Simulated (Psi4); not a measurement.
# SnH2O2 (SMILES [OH][Sn][OH]): MP2/def2-SVP (core potential)

What is the vertical ionisation energy of SnH2O2 at MP2/def2-SVP (core potential)? The job is set up through a Python script.

Program for the calculation: Psi4 1.11.

2 further runs of the same task are left out: 2 set aside as unsound or not needed.

## (1) The molecule

SnH2O2 has 5 atoms, charge 0, and is taken as a singlet. As SMILES, `[OH][Sn][OH]`. Geometry: relaxed at PBE0-D4/def2-TZVP. This is one conformer, not always the lowest.

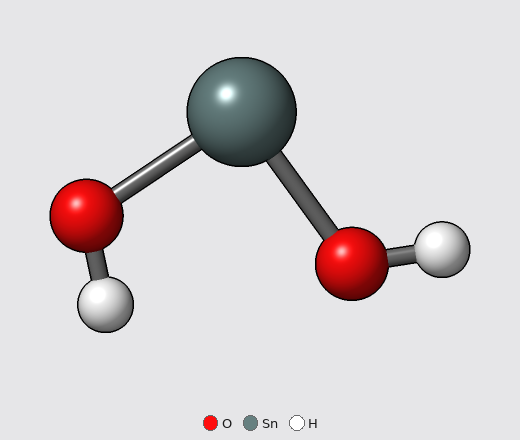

Viewed from a chosen angle; oxygen red, tin teal, hydrogen white.

## (2) The energy at MP2/def2-SVP (core potential)

job.py

```python
import psi4

psi4.set_memory(1600000000)
psi4.set_num_threads(1)
psi4.core.set_output_file('run.log', False)

geom = psi4.geometry("""
0 1
O     -0.984300     0.177800    -0.613800
Sn    -0.153700    -0.943900     0.800900
O      1.561800     0.002900     0.636100
H     -1.901200    -0.005600    -0.831400
H      1.527200     0.695100    -0.033300
symmetry c1
no_reorient
no_com
""")

options = {'basis': 'def2-SVP', 'reference': 'rhf', 'puream': True, 'e_convergence': 1e-09, 'd_convergence': 1e-08, 'scf_type': 'pk', 'num_frozen_docc': 6, 'mp2_type': 'conv'}
psi4.set_options(options)

E = psi4.energy("mp2")
print(f'mp2 energy: {E:.10f} Eh')
for k, v in sorted(psi4.core.scalar_variables().items()):
    print(f'{k:45s} {v:18.10f}')
```

Started as:

```sh
$ python job.py
```

run.log:

```text
[...]
    !!!  WARNING: ECP capability is in beta. Please check occupations closely.  !!!
[...]
  Running in c1 symmetry.
[...]
  Nuclear repulsion =  127.037901285481269
[...]
  Multiplicity = 1
[...]
  Nalpha       = 20
  Nbeta        = 20
[...]
    Number of basis functions: 64
[...]
   @RHF iter   1:  -363.92942224253659   -2.29379e+00   1.12432e-02 DIIS/ADIIS
[...]
   @RHF iter  12:  -364.15155605033885   -9.66338e-13   2.52086e-09 DIIS
[...]
    Orbital Energies [Eh]
    ---------------------
    Doubly Occupied:
       1A    -20.522969     2A    -20.518343     3A     -5.874837
       4A     -4.067626     5A     -4.062055     6A     -4.057778
       7A     -1.355476     8A     -1.347098     9A     -1.332957
      10A     -1.327972    11A     -1.321811    12A     -1.255393
      13A     -1.220949    14A     -0.674060    15A     -0.629327
      16A     -0.536136    17A     -0.486146    18A     -0.482716
      19A     -0.459318    20A     -0.362322
[...]
  @RHF Final Energy:  -364.15155605033885
   => Energetics <=
    Nuclear Repulsion Energy =            127.0379012854812686
    One-Electron Energy =                -838.5883374395403962
    Two-Electron Energy =                 347.3988801037202165
    Total Energy =                       -364.1515560503388542
[...]
 Multipole Moments:
 ------------------------------------------------------------------------------------
     Multipole            Electronic (a.u.)      Nuclear  (a.u.)        Total (a.u.)
 ------------------------------------------------------------------------------------
 L = 1.  Multiply by 2.5417464519 to convert [e a0] to [Debye]
 Dipole X            :         -2.5914571            1.6338572           -0.9575999
 Dipole Y            :         34.6798113          -35.2069205           -0.5271092
 Dipole Z            :        -31.9093052           31.9996773            0.0903722
 Magnitude           :                                                    1.0968176
[...]
	SCS-MP2 Total Energy (a.u.)        :  -364.61270690319401
	SOS-MP2 Total Energy (a.u.)        :  -364.57042182121023
	SCSN-MP2 Total Energy (a.u.)       :  -364.37482128321290
[...]
	SOS-PI-MP2 Total Energy (a.u.)     :  -364.64023278302216
[...]
	MP2 Total Energy (a.u.)            :  -364.62746610534953
[...]
```

On the terminal:

```text
mp2 energy: -364.6274661053 Eh
CURRENT CORRELATION ENERGY                         -0.4759100550
CURRENT ENERGY                                   -364.6274661053
CURRENT REFERENCE ENERGY                         -364.1515560503
DD SOLVATION ENERGY                                 0.0000000000
HF KINETIC ENERGY                                 233.1784432041
HF POTENTIAL ENERGY                              -597.3299992544
HF TOTAL ENERGY                                  -364.1515560503
HF VIRIAL RATIO                                     2.5616861964
MP2 CORRELATION ENERGY                             -0.4759100550
MP2 DOUBLES ENERGY                                 -0.4759100550
MP2 OPPOSITE-SPIN CORRELATION ENERGY               -0.3490548091
MP2 SAME-SPIN CORRELATION ENERGY                   -0.1268552460
MP2 SINGLES ENERGY                                  0.0000000000
MP2 TOTAL ENERGY                                 -364.6274661053
NUCLEAR REPULSION ENERGY                          127.0379012855
ONE-ELECTRON ENERGY                              -838.5883374395
PCM POLARIZATION ENERGY                             0.0000000000
PE ENERGY                                           0.0000000000
SCF ITERATION ENERGY                             -364.1515560503
SCF ITERATIONS                                     12.0000000000
SCF TOTAL ENERGY                                 -364.1515560503
SCS(N)-MP2 CORRELATION ENERGY                      -0.2232652329
SCS(N)-MP2 TOTAL ENERGY                          -364.3748212832
SCS-MP2 CORRELATION ENERGY                         -0.4611508529
SCS-MP2 TOTAL ENERGY                             -364.6127069032
SCS-MP2-VDW CORRELATION ENERGY                     -0.5102177786
SCS-MP2-VDW TOTAL ENERGY                         -364.6617738289
SOS-MP2 CORRELATION ENERGY                         -0.4188657709
SOS-MP2 TOTAL ENERGY                             -364.5704218212
SOS-PI-MP2 CORRELATION ENERGY                      -0.4886767327
SOS-PI-MP2 TOTAL ENERGY                          -364.6402327830
TWO-ELECTRON ENERGY                               347.3988801037
```

Run time: 5.1 s. Hardware: 1 thread of Intel Xeon Platinum 8259CL at 2.50GHz (Skylake/Cascade Lake), shared host; peak memory 0.26 GiB.

## (3) The doublet cation

job.py

```python
import psi4

psi4.set_memory(1600000000)
psi4.set_num_threads(1)
psi4.core.set_output_file('psi4.out', False)

geom = psi4.geometry("""
1 2
O     -0.984300     0.177800    -0.613800
Sn    -0.153700    -0.943900     0.800900
O      1.561800     0.002900     0.636100
H     -1.901200    -0.005600    -0.831400
H      1.527200     0.695100    -0.033300
units angstrom
symmetry c1
no_reorient
no_com
""")

options = {'reference': 'uhf', 'puream': True, 'e_convergence': 1e-09, 'd_convergence': 1e-08, 'scf_type': 'pk', 'num_frozen_docc': 6, 'mp2_type': 'conv', 'maxiter': 200}
psi4.set_options(options)

result = psi4.energy('mp2/def2-SVP', molecule=geom)
print('E =', round(result, 9))
```

Started as:

```sh
$ python job.py
```

psi4.out:

```text
[...]
    !!!  WARNING: ECP capability is in beta. Please check occupations closely.  !!!
[...]
  Running in c1 symmetry.
[...]
  Nuclear repulsion =  127.037901285481269
[...]
  Multiplicity = 2
[...]
  Nalpha       = 20
  Nbeta        = 19
[...]
    Number of basis functions: 64
[...]
   @UHF iter   1:  -363.56662001807695   -1.93099e+00   1.08179e-02 DIIS/ADIIS
[...]
   @UHF iter  23:  -363.82349264880497   -2.16005e-12   7.28143e-09 DIIS
[...]
   @S^2 Observed:                8.350264243E-01
[...]
    Orbital Energies [Eh]
    ---------------------
    Alpha Occupied:
       1A    -20.876775     2A    -20.744123     3A     -6.156554
       4A     -4.347496     5A     -4.345863     6A     -4.337976
       7A     -1.660871     8A     -1.620704     9A     -1.613934
      10A     -1.607090    11A     -1.604586    12A     -1.578749
      13A     -1.460340    14A     -0.981329    15A     -0.905277
      16A     -0.859442    17A     -0.814076    18A     -0.731610
      19A     -0.682415    20A     -0.649758
    Alpha Virtual:
      21A     -0.198936    22A     -0.129156    23A     -0.068777
      24A      0.010374    25A      0.069070    26A      0.093052
[...]
  @UHF Final Energy:  -363.82349264880497
   => Energetics <=
    Nuclear Repulsion Energy =            127.0379012854812686
    One-Electron Energy =                -827.7068418599212691
    Two-Electron Energy =                 336.8454479256350851
    Total Energy =                       -363.8234926488049723
  UHF NO Occupations:
  HONO-2 :   18  A 1.9992094
  HONO-1 :   19  A 1.9588794
[...]
 Multipole Moments:
 ------------------------------------------------------------------------------------
     Multipole            Electronic (a.u.)      Nuclear  (a.u.)        Total (a.u.)
 ------------------------------------------------------------------------------------
 L = 1.  Multiply by 2.5417464519 to convert [e a0] to [Debye]
 Dipole X            :         -3.3124224            1.6338572           -1.6785652
 Dipole Y            :         33.4374458          -35.2069205           -1.7694747
 Dipole Z            :        -31.0912795           31.9996773            0.9083978
 Magnitude           :                                                    2.6026541
[...]
	SCS-MP2 Total Energy (a.u.)        :  -364.25402778605860
	SOS-MP2 Total Energy (a.u.)        :  -364.21404788780200
	SCSN-MP2 Total Energy (a.u.)       :  -364.03458651160014
[...]
	SOS-PI-MP2 Total Energy (a.u.)     :  -364.27914042763484
[...]
	MP2 Total Energy (a.u.)            :  -364.26889504273913
[...]
```

The script printed:

```text
E = -364.268895043
```

It took 6 s on 1 thread of Intel Xeon Platinum 8259CL at 2.50GHz (Skylake/Cascade Lake), shared host; peak memory 0.27 GiB.

## (4) Outcome

At MP2/def2-SVP (core potential), 6 core orbitals frozen:

```
                                                                  quantity          value
                                              singlet SnH2O2: total energy  -364.62747 Eh
                       singlet SnH2O2: HOMO energy (Hartree–Fock orbitals)       -9.86 eV
                       singlet SnH2O2: LUMO energy (Hartree–Fock orbitals)        0.88 eV
                     singlet SnH2O2: HOMO–LUMO gap (Hartree–Fock orbitals)       10.74 eV
               singlet SnH2O2: correlation energy (6 core orbitals frozen)     -475.9 mEh
                                              doublet cation: total energy  -364.26890 Eh
doublet cation: HOMO energy (Hartree–Fock orbitals) (highest over α and β)      -17.55 eV
 doublet cation: LUMO energy (Hartree–Fock orbitals) (lowest over α and β)       -7.65 eV
               doublet cation: correlation energy (6 core orbitals frozen)     -445.4 mEh
                         doublet cation: ⟨S²⟩ of the reference determinant          0.835
                        vertical ionisation energy (to the doublet cation)       9.757 eV
```

**Reading.** The vertical ionisation energy comes to 9.76 eV (941 kJ/mol).
